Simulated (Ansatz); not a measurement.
# TiAl3: Al → Tl

Consider TiAl$_{3}$ (space group I4/mmm, No. 139; a = 3.824 Å, c = 8.561 Å).

Now apply this change: every Al is replaced by Tl; the structure is relaxed again.

Level of theory: Kohn–Sham DFT with the r2SCAN functional, run in Ansatz (a quantum-chemistry and plane-wave program) with PAW and 500 eV plane waves, spin-orbit coupling left out. Settings: 15×15×15 k-points, 0.05 eV Fermi–Dirac smearing, for the changed cell.

```tsv
quantity	base	changed	shift
volume per atom	15.65 Å³	23.33 Å³	+7.68 Å³
density	3.42 g/cm³	11.76 g/cm³	+8.346 g/cm³
c/a ratio	2.239	2.345	+0.1069
shortest interatomic distance	270.4 pm	304.1 pm	+33.7 pm
band gap	zero	zero	–
```

Final structure:

```
TiTl3
1.0
   -2.15055     2.15055     5.04400
    2.15055    -2.15055     5.04400
    2.15055     2.15055    -5.04400
Tl Ti
3 1
Cartesian
  0.00000   0.00000   5.04400
  0.00000   2.15055   2.52200
  2.15055   0.00000   2.52200
  0.00000   0.00000   0.00000
```

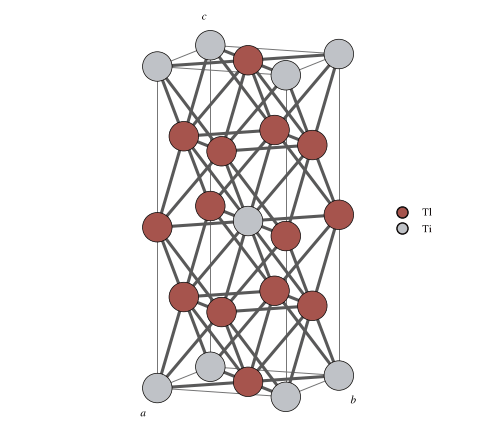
*The relaxed conventional cell after the change*

Stability against distortions was not tested. As relaxed here, TiTl3 is a hypothetical phase, not in the database extracts checked. All final runs are without spin polarisation. TiTl3 has a high density of states at the Fermi level and may be magnetic at this level.
